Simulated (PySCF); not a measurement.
# Sn: dipole response in ANO-RCC-VTZP

How polarisable is Sn at the levels listed below?

The numbers are computed with PySCF 2.14.0 (unrestricted determinants in a Gaussian basis, no spin-orbit coupling in the energies), except any that are marked as measured or tabulated.

## Step 1: What is computed

| Quantity | Value |
| --- | --- |
| Element | tin (Z = 50) |
| Basis | ANO-RCC-VTZP |
| Hamiltonian | the spin-free X2C one-electron Hamiltonian (Gaussian nucleus) |
| State 1 | Sn: [Kr] 4d10 5s2 5p2, high-spin 3P determinant |
| Methods | UHF, PBE, PBE0, M06-L, PBEsol |

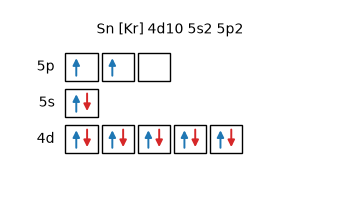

The shells outside the core, filled by Hund's rule for the drawing.

The runs were made by one driver on top of PySCF. The scripts below sum up each run's settings (the driver also hands on starting orbitals that pick excited configurations, and frozen orbitals as a list rather than a count), and the logs come from the driver's own runs. The driver starts from symmetry-adapted Hartree-Fock orbitals, holds the occupation by maximum overlap and uses a logarithmic radial grid for functionals, so a plain start would take other cycles.

The integrals over 68 functions and the set-up took 19 s of CPU time.

## Step 2: Sn

UHF:

input.py

```python
from pyscf import gto, scf, dft, mp, cc
import basis_set_exchange as bse
mol = gto.M(atom="Sn 0 0 0", charge=0, spin=2, symmetry="D2h",
            basis=gto.basis.parse(bse.get_basis("ANO-RCC-VTZP", elements=["Sn"], fmt="nwchem")),
            nucmod="G")
mf = scf.UHF(mol).sfx2c1e()
mf.irrep_nelec = {'Ag': (9, 9), 'B1g': (2, 2), 'B2g': (2, 2), 'B3g': (2, 2), 'B1u': (4, 3), 'B2u': (4, 3), 'B3u': (3, 3)}
mf.kernel()
```

The log of the run:

```text
damping factor = 0
level_shift factor = 0
DIIS = <class 'pyscf.scf.diis.CDIIS'>
diis_start_cycle = 1
diis_space = 10
diis_damp = 0
SCF conv_tol = 1e-09
SCF conv_tol_grad = None
number electrons alpha = 26  beta = 24
cycle= 1 E= -6173.5515588481  delta_E= -0.00273  |g|= 0.0162  |ddm|= 0.0627
cycle= 2 E= -6173.5519063613  delta_E= -0.000348  |g|= 0.00621  |ddm|= 0.0232
cycle= 3 E= -6173.55196854835  delta_E= -6.22e-05  |g|= 0.000593  |ddm|= 0.0144
cycle= 4 E= -6173.55196892486  delta_E= -3.77e-07  |g|= 0.000267  |ddm|= 0.000985
cycle= 5 E= -6173.55196898031  delta_E= -5.54e-08  |g|= 7.54e-05  |ddm|= 0.000352
cycle= 6 E= -6173.55196899062  delta_E= -1.03e-08  |g|= 1.81e-05  |ddm|= 0.000204
cycle= 7 E= -6173.55196899127  delta_E= -6.52e-10  |g|= 1.82e-06  |ddm|= 5.79e-05
converged SCF energy = -6173.55196899127  <S^2> = 2.0113758  2S+1 = 3.0075743
```

It used 11 s of CPU time after the integrals (shared host).

Orbital energies by shell (radii are means over both spins):

| shell | electrons | mean orbital energy (eV) | spread (eV) | rms radius (bohr) |
| --- | --- | --- | --- | --- |
| 1s α | 1 | -29342.4 | 0 | 0.0333 |
| 1s β | 1 | -29342.4 | 0 | 0.0333 |
| 2s β | 1 | -4522.8 | 0 | 0.136 |
| 2s α | 1 | -4522.8 | 0 | 0.136 |
| 2p α | 3 | -4055.8 | 0.011 | 0.121 |
| 2p β | 3 | -4055.7 | 0.048 | 0.121 |
| 3s α | 1 | -912.79 | 0 | 0.361 |
| 3s β | 1 | -912.74 | 0 | 0.361 |
| 3p α | 3 | -755.99 | 0.003 | 0.362 |
| 3p β | 3 | -755.90 | 0.140 | 0.362 |
| 3d α | 5 | -513.99 | 0.080 | 0.341 |
| 3d β | 5 | -513.98 | 0.118 | 0.341 |
| 4s α | 1 | -160.11 | 0 | 0.874 |
| 4s β | 1 | -159.97 | 0 | 0.874 |
| 4p α | 3 | -110.27 | 0.015 | 0.950 |
| 4p β | 3 | -110.10 | 0.355 | 0.950 |
| 4d α | 5 | -35.654 | 0.257 | 1.19 |
| 4d β | 5 | -35.495 | 0.439 | 1.19 |
| 5s α | 1 | -15.623 | 0 | 2.66 |
| 5s β | 1 | -12.047 | 0 | 2.66 |
| 5p α | 2 | -7.275 | 0 | 3.48 |

⟨S²⟩ = 2.011, ⟨L²⟩ = 2.03.

The driver then solved the coupled dipole response at imaginary frequencies: mean α = 37.87 bohr³ (xx, yy, zz: 34.34, 39.63, 39.63), C₆ = 422.7 au for a like pair.

PBE:

input.py differs from the last one in:

```diff
@@ -5,3 +5,3 @@
             nucmod="G")
-mf = scf.UHF(mol).sfx2c1e()
+mf = dft.UKS(mol, xc="PBE").sfx2c1e()
 mf.irrep_nelec = {'Ag': (9, 9), 'B1g': (2, 2), 'B2g': (2, 2), 'B3g': (2, 2), 'B1u': (4, 3), 'B2u': (4, 3), 'B3u': (3, 3)}
```

The log of the run:

```text
damping factor = 0
level_shift factor = 0
DIIS = <class 'pyscf.scf.diis.CDIIS'>
diis_start_cycle = 1
diis_space = 10
diis_damp = 0
SCF conv_tol = 1e-09
SCF conv_tol_grad = None
number electrons alpha = 26  beta = 24
XC functionals = PBE
    J. P. Perdew, K. Burke, and M. Ernzerhof.,  Phys. Rev. Lett. 77, 3865 (1996)
    J. P. Perdew, K. Burke, and M. Ernzerhof.,  Phys. Rev. Lett. 78, 1396 (1997)
    J. P. Perdew, K. Burke, and M. Ernzerhof.,  Phys. Rev. Lett. 77, 3865 (1996)
    J. P. Perdew, K. Burke, and M. Ernzerhof.,  Phys. Rev. Lett. 78, 1396 (1997)
cycle= 1 E= -6175.87664148314  delta_E= -0.0138  |g|= 0.0323  |ddm|= 0.138
cycle= 2 E= -6175.8767720333  delta_E= -0.000131  |g|= 0.00635  |ddm|= 0.0261
cycle= 3 E= -6175.87678690524  delta_E= -1.49e-05  |g|= 0.0019  |ddm|= 0.00899
cycle= 4 E= -6175.87678822429  delta_E= -1.32e-06  |g|= 0.000576  |ddm|= 0.0017
cycle= 5 E= -6175.8767882758  delta_E= -5.15e-08  |g|= 3.4e-05  |ddm|= 0.000245
cycle= 6 E= -6175.87678827649  delta_E= -6.88e-10  |g|= 3.16e-06  |ddm|= 4.5e-05
converged SCF energy = -6175.87678827649  <S^2> = 2.0018604  2S+1 = 3.00124
```

CPU time 13 s on a shared host, the integrals not counted.

The driver then solved the coupled dipole response at imaginary frequencies: mean α = 37.41 bohr³ (xx, yy, zz: 31.98, 40.12, 40.12), C₆ = 414.9 au for a like pair.

PBE0:

input.py differs from the last one in:

```diff
@@ -5,3 +5,3 @@
             nucmod="G")
-mf = dft.UKS(mol, xc="PBE").sfx2c1e()
+mf = dft.UKS(mol, xc="PBE0").sfx2c1e()
 mf.irrep_nelec = {'Ag': (9, 9), 'B1g': (2, 2), 'B2g': (2, 2), 'B3g': (2, 2), 'B1u': (4, 3), 'B2u': (4, 3), 'B3u': (3, 3)}
```

The log of the run:

```text
damping factor = 0
level_shift factor = 0
DIIS = <class 'pyscf.scf.diis.CDIIS'>
diis_start_cycle = 1
diis_space = 10
diis_damp = 0
SCF conv_tol = 1e-09
SCF conv_tol_grad = None
number electrons alpha = 26  beta = 24
XC functionals = PBE0
    C. Adamo and V. Barone.,  J. Chem. Phys. 110, 6158 (1999)
    M. Ernzerhof and G. E. Scuseria.,  J. Chem. Phys. 110, 5029 (1999)
cycle= 1 E= -6175.95183661158  delta_E= -0.00829  |g|= 0.02  |ddm|= 0.104
cycle= 2 E= -6175.95193067219  delta_E= -9.41e-05  |g|= 0.0117  |ddm|= 0.0179
cycle= 3 E= -6175.95195564996  delta_E= -2.5e-05  |g|= 0.00511  |ddm|= 0.0063
cycle= 4 E= -6175.95195963818  delta_E= -3.99e-06  |g|= 0.000159  |ddm|= 0.00144
cycle= 5 E= -6175.95195967115  delta_E= -3.3e-08  |g|= 1.56e-05  |ddm|= 0.000318
cycle= 6 E= -6175.95195967139  delta_E= -2.44e-10  |g|= 4.9e-06  |ddm|= 3.04e-05
converged SCF energy = -6175.95195967139  <S^2> = 2.0032288  2S+1 = 3.0021518
```

CPU time 21 s on a shared host, the integrals not counted.

The driver then solved the coupled dipole response at imaginary frequencies: mean α = 37.25 bohr³ (xx, yy, zz: 32.47, 39.64, 39.64), C₆ = 412.1 au for a like pair.

M06-L:

input.py differs from the last one in:

```diff
@@ -5,3 +5,3 @@
             nucmod="G")
-mf = dft.UKS(mol, xc="PBE0").sfx2c1e()
+mf = dft.UKS(mol, xc="M06L").sfx2c1e()
 mf.irrep_nelec = {'Ag': (9, 9), 'B1g': (2, 2), 'B2g': (2, 2), 'B3g': (2, 2), 'B1u': (4, 3), 'B2u': (4, 3), 'B3u': (3, 3)}
```

The log of the run:

```text
damping factor = 0
level_shift factor = 0
DIIS = <class 'pyscf.scf.diis.CDIIS'>
diis_start_cycle = 1
diis_space = 10
diis_damp = 0
SCF conv_tol = 1e-09
SCF conv_tol_grad = None
number electrons alpha = 26  beta = 24
XC functionals = M06L
    Y. Zhao and D. G. Truhlar.,  J. Chem. Phys. 125, 194101 (2006)
    Y. Zhao and D. G. Truhlar.,  J. Chem. Phys. 125, 194101 (2006)
    Y. Zhao and D. G. Truhlar.,  Theor. Chem. Acc. 120, 215 (2008)
cycle= 1 E= -6176.17567347291  delta_E= -0.0064  |g|= 0.0302  |ddm|= 0.0915
cycle= 2 E= -6176.17568960358  delta_E= -1.61e-05  |g|= 0.0329  |ddm|= 0.0247
cycle= 3 E= -6176.1758831124  delta_E= -0.000194  |g|= 0.00132  |ddm|= 0.0115
cycle= 4 E= -6176.17588347169  delta_E= -3.59e-07  |g|= 0.000131  |ddm|= 0.000748
cycle= 5 E= -6176.17588348206  delta_E= -1.04e-08  |g|= 2.14e-05  |ddm|= 0.000168
cycle= 6 E= -6176.17588348246  delta_E= -3.96e-10  |g|= 1.54e-06  |ddm|= 4.26e-05
converged SCF energy = -6176.17588348246  <S^2> = 2.0022131  2S+1 = 3.001475
```

CPU time 39 s on a shared host, the integrals not counted.

The driver then solved the coupled dipole response at imaginary frequencies: mean α = 38.56 bohr³ (xx, yy, zz: 32.62, 41.53, 41.53), C₆ = 442.0 au for a like pair.

PBEsol:

input.py differs from the last one in:

```diff
@@ -5,3 +5,3 @@
             nucmod="G")
-mf = dft.UKS(mol, xc="M06L").sfx2c1e()
+mf = dft.UKS(mol, xc="PBEsol").sfx2c1e()
 mf.irrep_nelec = {'Ag': (9, 9), 'B1g': (2, 2), 'B2g': (2, 2), 'B3g': (2, 2), 'B1u': (4, 3), 'B2u': (4, 3), 'B3u': (3, 3)}
```

The log of the run:

```text
damping factor = 0
level_shift factor = 0
DIIS = <class 'pyscf.scf.diis.CDIIS'>
diis_start_cycle = 1
diis_space = 10
diis_damp = 0
SCF conv_tol = 1e-09
SCF conv_tol_grad = None
number electrons alpha = 26  beta = 24
XC functionals = PBEsol
    J. P. Perdew, A. Ruzsinszky, G. I. Csonka, O. A. Vydrov, G. E. Scuseria, L. A. Constantin, X. Zhou, and K. Burke.,  Phys. Rev. Lett. 100, 136406 (2008)
    J. P. Perdew, A. Ruzsinszky, G. I. Csonka, O. A. Vydrov, G. E. Scuseria, L. A. Constantin, X. Zhou, and K. Burke.,  Phys. Rev. Lett. 100, 136406 (2008)
cycle= 1 E= -6173.01594148939  delta_E= -0.0158  |g|= 0.0432  |ddm|= 0.149
cycle= 2 E= -6173.01611959641  delta_E= -0.000178  |g|= 0.0172  |ddm|= 0.027
cycle= 3 E= -6173.01615228851  delta_E= -3.27e-05  |g|= 0.00606  |ddm|= 0.00618
cycle= 4 E= -6173.0161586881  delta_E= -6.4e-06  |g|= 0.000626  |ddm|= 0.00269
cycle= 5 E= -6173.01615885698  delta_E= -1.69e-07  |g|= 4.26e-05  |ddm|= 0.000699
cycle= 6 E= -6173.0161588578  delta_E= -8.22e-10  |g|= 2.95e-06  |ddm|= 4.5e-05
converged SCF energy = -6173.0161588578  <S^2> = 2.0017866  2S+1 = 3.0011908
```

CPU time 11 s on a shared host, the integrals not counted.

The driver then solved the coupled dipole response at imaginary frequencies: mean α = 36.98 bohr³ (xx, yy, zz: 31.64, 39.65, 39.65), C₆ = 407.6 au for a like pair.

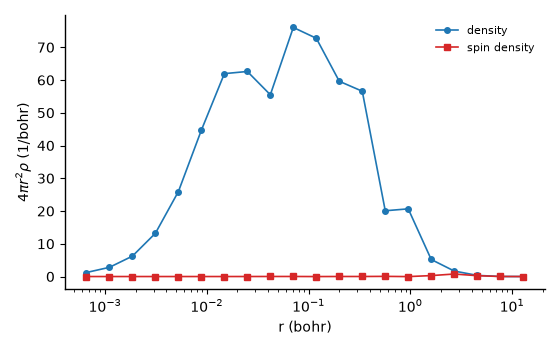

Radial density 4πr²ρ of Sn at UHF, without picture-change correction, at 20 stored radii joined by straight lines.

## Step 3: Polarisabilities and C₆

Sn, in atomic units:

```
method  mean α  C₆ (like pair)  S(−4)
   UHF   37.87           422.7  317.5
   PBE   37.41           414.9  311.3
  PBE0   37.25           412.1  304.7
 M06-L   38.56           442.0  308.4
PBEsol   36.98           407.6  305.7
```

Reference α: 53 ± 6 bohr³ (recommended; Schwerdtfeger and Nagle, table of static dipole polarizabilities (2023 update)). Published C₆: 659.0 (Chu and Dalgarno (2004); Tang, Norbeck and Certain (1976)).

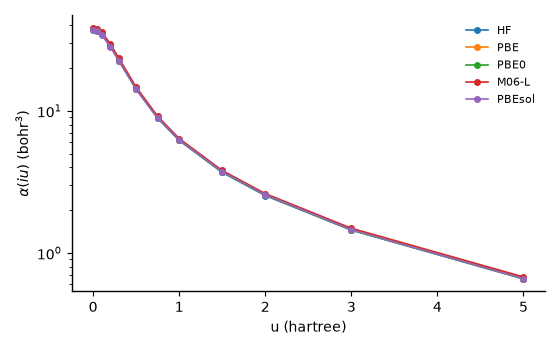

α(iu) of Sn, the polarisability at imaginary frequency, on a logarithmic scale.

## Step 4: What came out

```
quantity                                                   value
 α of Sn  36.98 (PBEsol) to 38.56 (M06-L) bohr³; reference 53.00
```

For Sn M06-L is nearest the reference (-27 %), and all methods lie below it, which fits a basis without added diffuse functions. All values hold for this basis alone; no basis-set limit was taken.
